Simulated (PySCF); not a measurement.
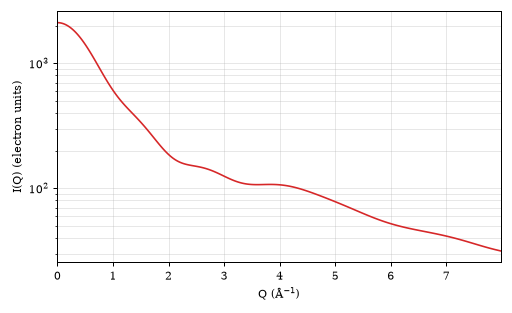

Elastic X-ray scattering of a randomly oriented, rigid molecule, calculated with the Debye equation from neutral-atom form factors (independent atoms, no Compton part, no vibration). The geometry is the end point of an optimisation (PySCF, PBE0-D3(BJ)/def2-SVP geometry optimisation, gas phase); it may be a saddle point or a higher isomer. It contains C, N, Al, F, H.

Q: How many electrons does the independent-atom model of the molecule hold?

A: I(0) is the square of the electron number: I(0) = 2110, so about 46 electrons, the count of C2H5AlFN.

Q: What radius of gyration does the initial fall-off give?

A: From I(Q) ≈ I(0) exp(−Q²R²/3) at small Q, R ≈ 2.25 Å. It is larger than the electron-weighted radius of the nuclear positions alone (2.12 Å), because each atom's electron cloud adds to it.
